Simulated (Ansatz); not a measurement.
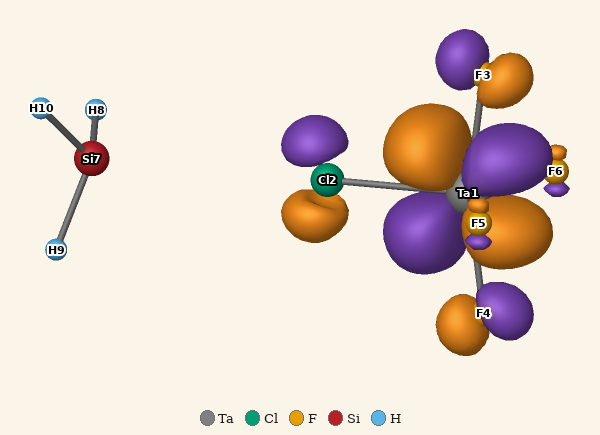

*ClF$_{4}$Ta···H$_{3}$Si (doublet). One frontier orbital at ±0.15 Å⁻³ᐟ² (orange and purple are the two phases), seen at a tilt.*

Core potentials replace the inner electrons of Ta.

Level of theory: UKS PBE/def2-SVP in Ansatz.

```yaml
atoms:
  - { symbol: Ta, position_ang: [-0.3185, -0.0003, 0.0000] }
  - { symbol: Cl, position_ang: [1.9720, -0.0005, -0.0015] }
  - { symbol: F, position_ang: [-0.5626, -0.0003, 1.8798] }
  - { symbol: F, position_ang: [-0.5658, -0.0003, -1.8795] }
  - { symbol: F, position_ang: [-1.1140, 1.6973, 0.0006] }
  - { symbol: F, position_ang: [-1.1142, -1.6978, 0.0006] }
  - { symbol: Si, position_ang: [5.8045, 0.0015, -0.0010] }
  - { symbol: H, position_ang: [6.2452, -1.3806, 0.3964] }
  - { symbol: H, position_ang: [6.2552, 0.3475, -1.3936] }
  - { symbol: H, position_ang: [6.2504, 1.0336, 0.9981] }
```

Which orbital is it: HOMO (α) or LUMO (α)?

Answer. The LUMO (α), at −3.71 eV. It lies mainly on Ta1 (about 65 %), Cl2 (about 10 %), F4 (about 10 %) and F3 (about 10 %).
